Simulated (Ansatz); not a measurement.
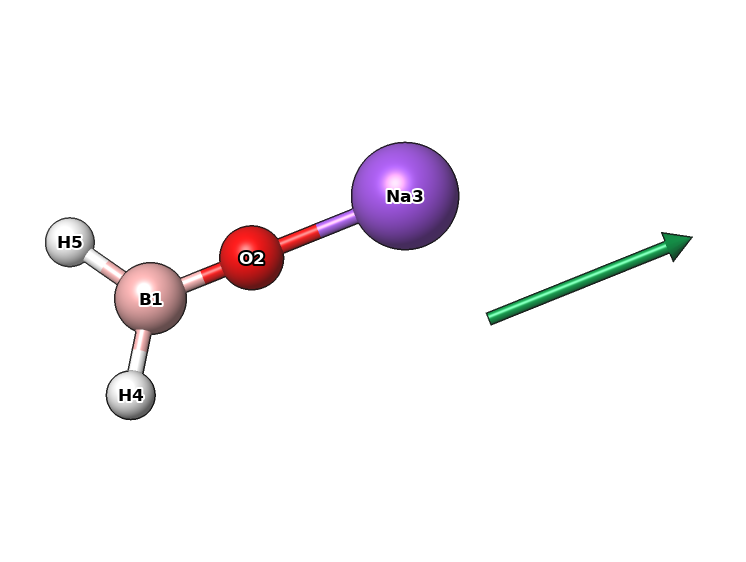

The arrow beside the molecule shows the direction of the dipole moment, from the negative to the positive end (its length means nothing). The computed structure is the end point of a PBE0-D4/def2-TZVP optimisation. No frequency run is at hand to confirm it as a minimum. Method: RKS PBE0-D4/def2-TZVP (Ansatz 0.2.0).

Q: Estimate the dipole moment.

A: 9.69 D; it points from the side of H4, H5 to the side of Na3 (the outermost atoms at the two ends).
